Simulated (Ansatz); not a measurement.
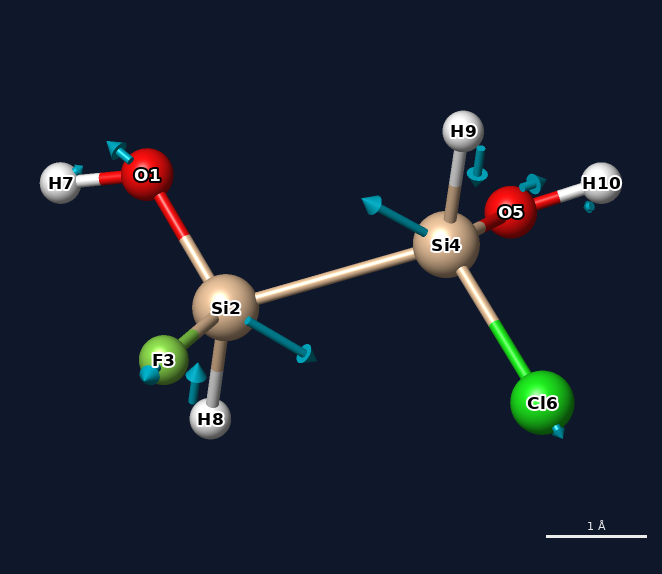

Arrows show the forces on the atoms, 3 Å of arrow for 1 eV/Å; forces under a tenth of the largest aren't drawn. Level of theory: ωB97M-V/def2-TZVPP (Ansatz 0.2.0).

List the force components in the frame of the picture (x right, y up, z towards the viewer), in eV/Å.

| atom | Fx | Fy | Fz |
| --- | --- | --- | --- |
| O1 | −0.08 | 0.07 | −0.05 |
| Si2 | 0.23 | −0.14 | −0.17 |
| F3 | −0.04 | −0.05 | 0.12 |
| Si4 | −0.21 | 0.12 | 0.17 |
| O5 | 0.08 | 0.03 | −0.07 |
| Cl6 | 0.02 | −0.04 | 0.02 |
| H7 | 0.03 | 0.02 | 0.01 |
| H8 | 0.02 | 0.13 | 0.11 |
| H9 | −0.02 | −0.13 | −0.11 |
| H10 | −0.03 | −0.01 | −0.02 |
